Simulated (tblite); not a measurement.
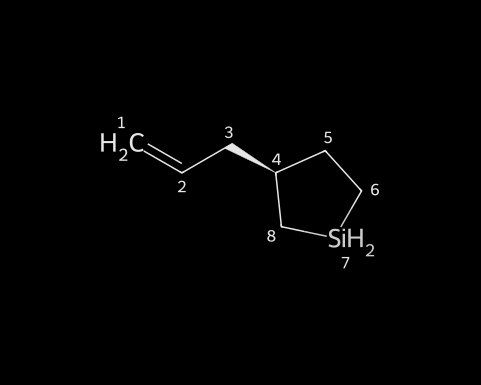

A structural formula, with wedges where it has stereocentres; small numbers name the atoms. The configuration is that of a computed structure (GFN2-xTB).

**What are the Cahn–Ingold–Prelog descriptors?**

C4: S.
